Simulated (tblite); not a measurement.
Molecular dynamics, with input and output: C7H9N (part 1 of 2)

C7H9N (2-ethylpyridine), SMILES CCc1ccccn1, computed with GFN2-xTB Langevin dynamics, gas phase (tblite 0.8.0).

It belongs to a series of runs on one base structure; here: H on C replaced by C2H5.

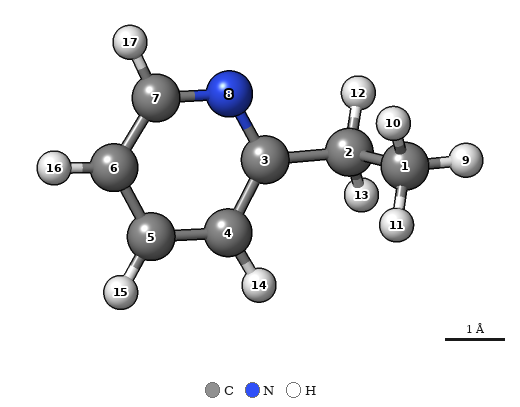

Figure 1. The starting structure (ball-and-stick view, seen at a tilt; atoms are numbered from 1 in the order of the input). Bond lengths as drawn: C–C 1.38 to 1.53 Å, C–H 1.08 to 1.09 Å and C–N 1.32 to 1.33 Å.

**The input**
```
{"job": {"kind": "md", "xc": "GFN2-xTB", "basis": "xTB", "temperature": 200, "steps": 2000, "every": 50}, "charge": 0, "multiplicity": 1}
C     -2.415038    -0.368682     0.556760
C     -1.473856    -0.380375    -0.649189
C     -0.060583    -0.141789    -0.204062
C      0.433916     1.148170    -0.025378
C      1.733331     1.311350     0.419857
C      2.496859     0.183191     0.678362
C      1.913311    -1.056759     0.473859
N      0.674597    -1.217395     0.044562
H     -3.439127    -0.549911     0.238960
H     -2.124427    -1.144627     1.260820
H     -2.373709     0.592732     1.065141
H     -1.526742    -1.352852    -1.138937
H     -1.776366     0.393597    -1.357219
H     -0.192046     2.002374    -0.236960
H      2.145739     2.300141     0.563864
H      3.514708     0.264157     1.026302
H      2.462435    -1.971292     0.659907
```

The first line tells a small driver script what to run in tblite; the rest is the geometry in Å.

Machine: 1 CPU thread, shared host.

Launched with:
```bash
OMP_NUM_THREADS=1 python <driver script> task.json out
```

**Output**
```
t/fs     T/K      E/eV
    0.0   172.7   -611.90265
   25.0   120.4   -611.69479
   50.0   155.8   -611.66159
   75.0   145.8   -611.65099
  100.0   138.6   -611.56396
  125.0   184.4   -611.59334
  150.0   169.6   -611.56604
  175.0   150.6   -611.57976
  200.0   185.0   -611.66856
  225.0   201.9   -611.60952
  250.0   180.0   -611.49248
  275.0   206.8   -611.56357
  300.0   190.0   -611.35815
  325.0   234.5   -611.57113
  350.0   179.5   -611.40344
  375.0   216.0   -611.48165
  400.0   203.5   -611.51958
  425.0   177.6   -611.58237
  450.0   167.2   -611.57064
  475.0   133.7   -611.43528
  500.0   219.6   -611.50136
  525.0   192.5   -611.42310
  550.0   216.7   -611.55611
  575.0   183.5   -611.44109
  600.0   182.6   -611.48474
  625.0   246.7   -611.58304
  650.0   166.1   -611.51075
  675.0   165.6   -611.53279
  700.0   180.6   -611.60946
  725.0   168.7   -611.50107
  750.0   223.9   -611.48513
  775.0   222.8   -611.51030
  800.0   217.1   -611.48982
  825.0   217.6   -611.42850
  850.0   205.4   -611.46507
  875.0   176.3   -611.38740
  900.0   179.9   -611.34965
  925.0   245.3   -611.61031
  950.0   177.3   -611.47432
  975.0   224.3   -611.43462
 1000.0   231.5   -611.46321
```

**Trajectory as extended XYZ (Å, eV, eV/Å), 28 of the 41 frames kept, from step=0 to step=40**
```
17
Properties=species:S:1:pos:R:3:forces:R:3 step=0 time_fs=0.0 energy=-611.90265 temperature=172.7
C    -2.4150   -0.3687    0.5568   -0.0019  -0.0003   0.0009
C    -1.4739   -0.3804   -0.6492    0.0008   0.0010   0.0028
C    -0.0606   -0.1418   -0.2041   -0.0016  -0.0010  -0.0016
C     0.4339    1.1482   -0.0254   -0.0062  -0.0024  -0.0040
C     1.7333    1.3114    0.4199    0.0011  -0.0032   0.0081
C     2.4969    0.1832    0.6784   -0.0004  -0.0021  -0.0009
C     1.9133   -1.0568    0.4739    0.0032   0.0035  -0.0041
N     0.6746   -1.2174    0.0446   -0.0054  -0.0010  -0.0017
H    -3.4391   -0.5499    0.2390    0.0029  -0.0020   0.0043
H    -2.1244   -1.1446    1.2608   -0.0074   0.0065  -0.0001
H    -2.3737    0.5927    1.0651    0.0001  -0.0061  -0.0013
H    -1.5267   -1.3529   -1.1389    0.0010   0.0001   0.0032
H    -1.7764    0.3936   -1.3572    0.0037  -0.0014  -0.0040
H    -0.1920    2.0024   -0.2370    0.0049   0.0042  -0.0017
H     2.1457    2.3001    0.5639   -0.0015   0.0023  -0.0010
H     3.5147    0.2642    1.0263    0.0074   0.0022   0.0041
H     2.4624   -1.9713    0.6599   -0.0008  -0.0002  -0.0031
17
Properties=species:S:1:pos:R:3:forces:R:3 step=1 time_fs=25.0 energy=-611.69479 temperature=120.4
C    -2.4780   -0.3949    0.5579    0.4579  -0.5978  -0.0185
C    -1.4918   -0.3813   -0.6131   -0.2526  -0.2464  -0.7620
C    -0.0783   -0.1479   -0.1786   -0.2317  -0.5395   0.3011
C     0.4298    1.1219   -0.0638   -0.2030   0.7379   0.5397
C     1.7082    1.2963    0.4032    1.3297  -0.6308  -0.2692
C     2.4926    0.1456    0.6274   -1.0177   0.9947  -0.1279
C     1.8804   -1.0961    0.5153    0.8837   1.5801  -0.3127
N     0.6566   -1.2125    0.1220   -1.8035  -0.7525  -0.5453
H    -3.4777   -0.7359    0.2569    0.4315   0.1415   0.0586
H    -2.0537   -1.0882    1.3022   -0.4344   0.2875  -0.1364
H    -2.5350    0.5913    0.9745   -0.1729   0.3921   0.3505
H    -1.5302   -1.3692   -1.0839    0.0134   0.1094  -0.0776
H    -1.7630    0.3830   -1.3670   -0.0113  -0.3047   0.3603
H    -0.1983    1.9765   -0.2177   -0.1926   0.2455  -0.2879
H     2.1604    2.2893    0.4437   -0.1714  -0.3402   0.1799
H     3.5141    0.2617    0.8619    0.8361  -0.0441   0.3489
H     2.4382   -1.9821    0.5919    0.5388  -1.0328   0.3984
17
Properties=species:S:1:pos:R:3:forces:R:3 step=3 time_fs=75.0 energy=-611.65099 temperature=145.8
C    -2.6090   -0.3502    0.6269    0.5999   0.8245  -0.6803
C    -1.6238   -0.4328   -0.5328    0.0811  -0.3635  -0.9535
C    -0.1979   -0.2209   -0.1646    0.4781   1.0460  -0.1295
C     0.3108    1.0959   -0.1201    0.2952  -0.3507   0.0593
C     1.5933    1.2833    0.3509    0.8416  -0.8361  -0.0911
C     2.3818    0.1516    0.6988   -0.4319   1.4786   0.2498
C     1.7793   -1.0755    0.5712    0.7364  -0.9773  -0.1786
N     0.5635   -1.2788    0.0841   -0.4276   0.4052   0.6497
H    -3.5391   -0.6996    0.2561   -0.8824  -0.4511   0.0159
H    -2.2446   -0.9207    1.4413    0.1026  -0.5970   0.7238
H    -2.7417    0.6770    0.9422    0.0770   0.2223   0.1236
H    -1.6297   -1.4191   -0.9692   -0.3239  -0.7297   0.0432
H    -1.9450    0.2146   -1.3595    0.1703   0.3169   0.3265
H    -0.2313    1.9504   -0.5143   -0.1960  -0.2895   0.3188
H     2.0228    2.2746    0.3848    0.0307  -0.0159   0.0525
H     3.4000    0.2932    1.0914   -0.6685  -0.2095  -0.2548
H     2.3555   -1.9896    0.8277   -0.4827   0.5268  -0.2754
17
Properties=species:S:1:pos:R:3:forces:R:3 step=4 time_fs=100.0 energy=-611.56396 temperature=138.6
C    -2.5706   -0.3648    0.6313   -0.4421  -1.2566   0.1511
C    -1.6789   -0.5289   -0.5807    0.6436   0.4781  -1.2374
C    -0.2387   -0.2882   -0.2218    0.0608   2.1692   0.9033
C     0.2201    1.0732   -0.0571    1.1122  -0.8927   0.0373
C     1.5493    1.2857    0.3521   -1.3980  -0.5977   0.4418
C     2.3098    0.1686    0.7173   -1.6952   0.4292  -0.8454
C     1.7536   -1.0829    0.5758   -0.7374   0.1716  -0.4115
N     0.4963   -1.3062    0.1519    1.0749  -0.1116  -0.2003
H    -3.5908   -0.6394    0.3106    0.3472   0.1399   0.5009
H    -2.2325   -1.0182    1.4635   -0.3160   0.1853  -0.6203
H    -2.5619    0.6323    1.0171   -0.0106   0.6232  -0.0116
H    -1.7366   -1.5035   -1.0750   -0.2118  -0.1354   0.5082
H    -1.9686    0.1970   -1.3760    0.0823  -0.1840   0.5461
H    -0.3710    1.9706   -0.1942   -0.2810  -0.4664  -0.3284
H     1.8828    2.2981    0.5563    0.1198  -0.2044  -0.2041
H     3.2420    0.3001    1.1399    1.7534   0.1214   0.5468
H     2.3660   -1.9374    0.7814   -0.1021  -0.4688   0.2235
17
Properties=species:S:1:pos:R:3:forces:R:3 step=6 time_fs=150.0 energy=-611.56604 temperature=169.6
C    -2.6140   -0.4248    0.6050   -0.1527   0.5393  -0.2439
C    -1.6435   -0.6579   -0.5391    0.6818  -1.4694  -0.2510
C    -0.2352   -0.3510   -0.1574    0.5131   0.6859   1.6419
C     0.1471    0.9987    0.0079   -0.6581  -0.6518  -1.1226
C     1.4375    1.3073    0.3804   -0.5255   0.5829  -0.1473
C     2.2681    0.2573    0.6873    1.8863   0.1172   0.3399
C     1.7951   -1.0418    0.6178   -0.3551  -0.2198   0.7154
N     0.5441   -1.3315    0.2993   -0.1284   0.1386  -1.0392
H    -3.6211   -0.4995    0.2027   -0.1368   0.4773   0.0743
H    -2.5514   -1.2076    1.3195    0.3614  -0.5356   0.7751
H    -2.4093    0.5500    1.1016   -0.3854  -0.6753  -0.4352
H    -1.6367   -1.7181   -0.8982   -0.3079   0.5961   0.4717
H    -1.9183   -0.0623   -1.3765   -0.2475   0.6780  -0.7092
H    -0.6157    1.6904   -0.3327    0.4065   0.4100   0.2568
H     1.7936    2.3393    0.4376   -0.2179  -0.3619   0.0426
H     3.3204    0.5283    0.9686   -1.0012  -0.6870  -0.2365
H     2.3357   -1.9244    0.9568    0.2674   0.3756  -0.1326
17
Properties=species:S:1:pos:R:3:forces:R:3 step=7 time_fs=175.0 energy=-611.57976 temperature=150.6
C    -2.6987   -0.4522    0.5916   -0.2013   0.1501  -0.4354
C    -1.6941   -0.6908   -0.5155    0.9469   0.2044  -0.6070
C    -0.2894   -0.3316   -0.0773    1.7871   0.7496  -0.2621
C     0.1857    1.0235   -0.1092   -1.4237  -1.0981   0.5127
C     1.4470    1.3362    0.3761   -0.1064  -0.1983  -0.5639
C     2.2984    0.2913    0.7347   -1.8305  -0.0407  -0.0931
C     1.7841   -0.9951    0.6672    0.2708   0.1582  -0.6046
N     0.5895   -1.3057    0.2154   -1.4951   0.4364   0.1388
H    -3.7179   -0.6508    0.2659    0.0093   0.3050  -0.1958
H    -2.5179   -1.1385    1.3801    0.3242  -0.4953   0.8539
H    -2.5830    0.5592    0.9573   -0.2642   0.1718   0.1148
H    -1.6733   -1.7340   -0.8167   -0.1157  -0.1757   0.0330
H    -1.9146   -0.0864   -1.4134   -0.1217  -0.1265   0.3432
H    -0.6135    1.7104   -0.3984    0.7569   0.3279   0.0774
H     1.8643    2.3413    0.4037   -0.4588  -0.0855  -0.0765
H     3.2175    0.5462    1.1491    1.4174  -0.0325   0.4490
H     2.3704   -1.8697    0.8517    0.5050  -0.2507   0.3156
17
Properties=species:S:1:pos:R:3:forces:R:3 step=9 time_fs=225.0 energy=-611.60952 temperature=201.9
C    -2.6052   -0.4356    0.5855    0.4700   0.2122   0.8494
C    -1.6986   -0.5991   -0.6399    1.1338   0.6626   1.4106
C    -0.2903   -0.1839   -0.1791   -0.7105  -0.2154  -0.8449
C     0.1819    1.1274   -0.0801   -0.4743  -0.7112  -0.0299
C     1.4165    1.3611    0.4843   -0.2825   0.5306   0.0025
C     2.2008    0.2613    0.8247    1.1731   1.3336   0.5756
C     1.6763   -0.9790    0.6075   -0.3165  -1.4050   0.1184
N     0.4519   -1.2195    0.1375    0.7694   0.1547   0.4399
H    -3.5916   -0.7634    0.3762   -0.8458  -0.5870  -0.2411
H    -2.2070   -1.0016    1.4560   -0.2041   0.1687  -0.6993
H    -2.7285    0.5893    0.9459    0.3833   0.1089  -0.3294
H    -1.5988   -1.6587   -0.8371   -0.2667  -0.0812  -0.4277
H    -2.0311   -0.0065   -1.4787   -0.1517  -0.0146  -0.1959
H    -0.4643    1.8877   -0.4489   -0.2059   0.6685   0.0418
H     1.6709    2.4111    0.6861    0.3347  -0.6462  -0.1684
H     3.2156    0.4592    1.2608   -1.0749  -0.5186  -0.4229
H     2.1797   -1.9088    0.8763    0.2686   0.3395  -0.0787
17
Properties=species:S:1:pos:R:3:forces:R:3 step=10 time_fs=250.0 energy=-611.49248 temperature=180.0
C    -2.5622   -0.4375    0.5858   -1.8230   2.0664  -0.5075
C    -1.7148   -0.4976   -0.6599    1.4569   0.5726   0.4309
C    -0.2773   -0.1610   -0.2344   -1.4721   1.1189   0.0161
C     0.1450    1.1674   -0.0543   -0.3448  -0.2935  -0.5666
C     1.3715    1.3298    0.5765   -0.7482   0.9450  -0.6776
C     2.1627    0.2451    0.9068   -0.4800  -0.2748  -0.2341
C     1.6861   -1.0099    0.5870   -1.1466   0.6259  -0.0275
N     0.4489   -1.1694    0.1204    1.0433  -1.4628  -0.1230
H    -3.6124   -0.6957    0.3882    0.4124  -0.5465   0.0199
H    -2.1435   -0.9557    1.3781    0.5452  -1.3817   1.2608
H    -2.6797    0.6065    0.9629    0.4607  -0.3318  -0.3773
H    -1.6646   -1.5045   -1.0637   -0.3795   0.1262  -0.2629
H    -2.0426    0.2891   -1.3290   -0.1589  -0.3167  -0.5303
H    -0.4880    1.9937   -0.4655    0.8219  -0.6970   0.6906
H     1.6436    2.3651    0.7086    0.5449  -0.0176   0.3840
H     3.0886    0.3309    1.4046    0.8054   0.3253   0.3031
H     2.2121   -1.9179    0.7466    0.4624  -0.4580   0.2011
17
Properties=species:S:1:pos:R:3:forces:R:3 step=12 time_fs=300.0 energy=-611.35815 temperature=190.0
C    -2.6491   -0.3800    0.4246    1.2473  -1.0057   0.9331
C    -1.7105   -0.3506   -0.7910    0.9025   0.4729   0.8429
C    -0.2816   -0.1706   -0.2613   -0.7394   0.2313  -0.1344
C     0.1158    1.1341    0.0379    0.0673  -1.7134  -0.2288
C     1.3067    1.2988    0.6421    2.1467   2.4508   1.6741
C     2.0949    0.2565    1.0638    0.2805  -0.9681  -0.5605
C     1.6232   -0.9988    0.6807    0.2266  -0.2369   1.3667
N     0.4775   -1.2104    0.0614   -0.4026   0.0323  -0.1768
H    -3.6711   -0.5166    0.1405   -0.4393  -0.6109  -0.1553
H    -2.2731   -1.1719    1.1944   -0.9270   1.3602  -1.3278
H    -2.6198    0.6069    0.8630    0.2132   0.1134   0.5122
H    -1.7563   -1.2286   -1.4011   -0.2233  -0.4658  -0.2485
H    -1.9750    0.5536   -1.3405    0.0834  -0.2137  -0.3792
H    -0.4455    1.9801   -0.1260   -1.3731   1.3798  -0.6169
H     1.6420    2.3315    0.9522   -0.4128  -0.9205  -0.4826
H     3.0469    0.3720    1.5900   -0.5584   0.0169  -0.2190
H     2.0925   -1.8685    1.1640   -0.0917   0.0775  -0.7992
17
Properties=species:S:1:pos:R:3:forces:R:3 step=13 time_fs=325.0 energy=-611.57113 temperature=234.5
C    -2.6222   -0.3216    0.3727    0.6719  -1.0831   0.0428
C    -1.6237   -0.3678   -0.8246   -0.3376  -0.5602   0.2070
C    -0.2764   -0.1358   -0.2073   -0.5532  -1.4154  -0.7078
C     0.1605    1.1285    0.0740   -2.1709   2.0930  -1.2434
C     1.2740    1.3398    0.7872    2.0238   0.7081   0.4531
C     2.0505    0.2340    1.0851    0.3151   0.0987   0.2789
C     1.5796   -1.0118    0.6951    0.4915  -0.3431   0.4475
N     0.4194   -1.2327    0.0929    0.4354   0.7941   0.2337
H    -3.6428   -0.2709    0.0116   -0.0613  -0.0790   0.0989
H    -2.4801   -1.2704    1.0109   -0.2509   1.5231  -0.9172
H    -2.3896    0.5632    0.9706   -0.2232  -0.2619   0.0094
H    -1.6437   -1.3650   -1.3069   -0.0207   0.4281   0.3424
H    -1.8587    0.3682   -1.6046   -0.0020   0.0361   0.4155
H    -0.4068    2.0247   -0.3052    0.3214  -1.0590   0.4474
H     1.6380    2.3548    0.9798   -0.1809  -0.4160   0.1280
H     3.0018    0.4089    1.5844   -0.2266  -0.4701  -0.0721
H     2.1935   -1.8822    0.9257   -0.2318   0.0066  -0.1640
17
Properties=species:S:1:pos:R:3:forces:R:3 step=15 time_fs=375.0 energy=-611.48165 temperature=216.0
C    -2.7204   -0.1646    0.3244    1.2108   0.9597  -0.1000
C    -1.6371   -0.4192   -0.7144   -0.0933   1.2158  -0.3063
C    -0.2962   -0.1686   -0.1158    1.0332   0.0048   0.3021
C     0.1477    1.1241    0.1873    1.6047  -0.3735   0.6102
C     1.4041    1.3450    0.8300   -1.4406  -0.8380  -0.2690
C     2.1494    0.2185    1.2035   -0.1738   0.4045  -0.5411
C     1.6429   -1.0074    0.8040   -0.8815  -0.4674  -0.2590
N     0.4747   -1.2036    0.1748    0.6790  -0.1097   0.5193
H    -3.6313   -0.5172   -0.0506   -1.4747   0.2017  -0.5147
H    -2.5542   -0.6755    1.2278    0.5063  -0.9538   1.1072
H    -2.6427    0.8920    0.5907   -0.7409  -0.0334  -0.1940
H    -1.7971   -1.3310   -1.2253    0.4218  -1.4719   0.1326
H    -1.7795    0.2931   -1.5249   -0.0381   0.5770  -0.1113
H    -0.4493    1.9341   -0.1275   -0.4207   0.8699  -0.0960
H     1.6898    2.3564    1.1003    0.0664  -0.2256  -0.1670
H     3.1262    0.2707    1.6900   -0.4987   0.1290  -0.1117
H     2.1339   -1.9452    1.0325    0.2401   0.1108  -0.0011
17
Properties=species:S:1:pos:R:3:forces:R:3 step=16 time_fs=400.0 energy=-611.51958 temperature=203.5
C    -2.8390   -0.1471    0.3181    1.6217  -0.3865   0.7939
C    -1.6238   -0.3064   -0.6563   -0.9647  -2.1047   0.3959
C    -0.2930   -0.1534   -0.0031    0.1082  -0.1830  -0.1532
C     0.0712    1.1559    0.2506    1.2384   0.0508   0.2141
C     1.3410    1.3511    0.7963    0.1917   1.4788   0.3818
C     2.1174    0.2539    1.1624    0.0987  -0.2155  -0.3563
C     1.6741   -1.0256    0.8313   -1.7045   1.5355  -0.3983
N     0.4897   -1.2105    0.2456   -0.3315   0.3130   0.0439
H    -3.7087   -0.6154   -0.1251   -0.1197   0.3915   0.0969
H    -2.6216   -0.6463    1.3134   -0.2277   0.4153  -1.2021
H    -2.9130    0.9196    0.5175   -0.5894  -0.1385   0.0031
H    -1.6780   -1.3171   -1.0928    0.0632   0.0515   0.2149
H    -1.7728    0.3551   -1.4812    0.1433   0.7279  -0.4014
H    -0.6001    1.9363   -0.0843    0.3342   0.1309   0.2935
H     1.7206    2.4165    0.9598   -0.4602  -1.5438  -0.1274
H     3.0976    0.3318    1.6130   -0.1024   0.3284   0.0006
H     2.2001   -1.9062    1.0472    0.7007  -0.8517   0.2000
17
Properties=species:S:1:pos:R:3:forces:R:3 step=18 time_fs=450.0 energy=-611.57064 temperature=167.2
C    -2.8777   -0.1706    0.4019   -0.1874   0.6411  -2.0894
C    -1.7214   -0.4506   -0.5619   -0.3724   1.0489  -0.9330
C    -0.4213   -0.0236    0.0560    1.1212  -1.3026   0.5250
C     0.0122    1.2639    0.3302   -0.0238  -0.0132  -0.3803
C     1.2876    1.4421    0.8446   -0.3705   0.3414  -0.5849
C     2.1168    0.3742    1.0108    1.0128  -0.3611   0.5764
C     1.6210   -0.8999    0.7884   -0.1764  -0.0050   0.1892
N     0.3869   -1.0642    0.3701   -0.5996  -0.1249  -0.5256
H    -3.8496   -0.3195   -0.0641    0.0231  -0.3814  -0.1123
H    -2.7827   -0.7563    1.2447    0.0945  -1.0440   1.7704
H    -2.8411    0.8684    0.6126    0.0427   0.9341   0.6706
H    -1.7018   -1.5090   -0.8503    0.2048   0.3744   0.0996
H    -1.8826    0.2001   -1.4801    0.1593  -0.8217   0.7502
H    -0.5294    2.1418    0.0450   -0.5250   0.1588   0.0494
H     1.6930    2.4218    0.9902   -0.0995   0.4423   0.1516
H     3.1275    0.5846    1.3389    0.0308  -0.3662  -0.0009
H     2.2100   -1.8111    0.9707   -0.3347   0.4790  -0.1559
17
Properties=species:S:1:pos:R:3:forces:R:3 step=19 time_fs=475.0 energy=-611.43528 temperature=133.7
C    -2.9138   -0.2072    0.4650    0.0998   0.2778   0.3362
C    -1.7213   -0.3749   -0.4752   -1.1583   1.8485  -0.0464
C    -0.4189   -0.0437    0.0940    1.6756  -0.9476   0.4141
C    -0.0088    1.2438    0.3756    0.9132  -0.3427   0.1786
C     1.2779    1.5073    0.8165    0.3759   1.3094   0.6529
C     2.0906    0.4127    1.0244    1.1145  -0.0495   0.6050
C     1.6009   -0.8801    0.7835   -0.3244   1.4524  -0.0132
N     0.4005   -1.0914    0.2797   -0.1087   0.1484   0.3742
H    -3.8116   -0.3609   -0.1032   -0.4882  -0.0564  -0.2825
H    -2.8541   -1.0283    1.1832   -0.0905   0.5826   0.3608
H    -2.9917    0.8065    0.9084    0.2813  -0.8099   0.0404
H    -1.7740   -1.3632   -0.7914    0.3435  -1.7351  -0.7379
H    -1.8529    0.2995   -1.3176   -0.2193   0.0667  -0.3918
H    -0.6643    2.0279    0.2340   -1.2986   1.4370  -0.2667
H     1.6324    2.5927    1.1007   -0.7277  -2.1504  -0.7301
H     3.1105    0.5841    1.4327   -0.7749  -0.3810  -0.3721
H     2.1744   -1.7229    1.0760    0.3868  -0.6501  -0.1214
```
